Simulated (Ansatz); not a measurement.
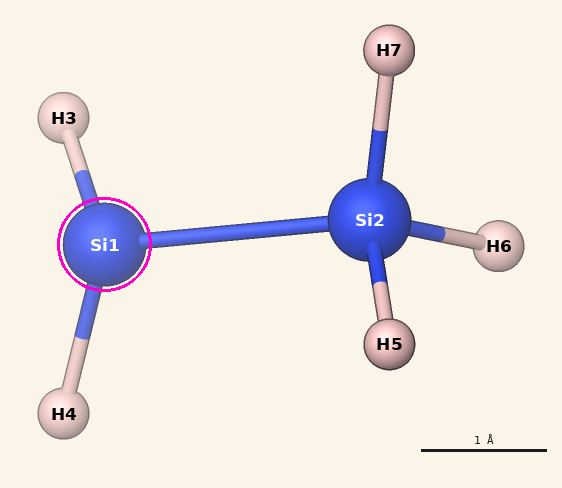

Source: calculation with Ansatz.

Orthographic view. Distant atoms are faded towards the background colour. Charge 0, doublet. Geometry: moved along internal coordinates away from the minimum.

Name the neighbours of the circled atom.

Answer. The circled atom is Si1; it is bonded to Si2, H3, H4.

Of Si2 and H6, which is nearer the viewer?

Answer. Si2; the bond to H6 points away from the viewer, so it looks shorter than its 1.44 Å.

Which atom is farthest from the viewer?

Answer. H3, 1.4 Å behind the mean position.

Which atom is nearest the viewer?

Answer. H5, 1.6 Å in front of the mean position.
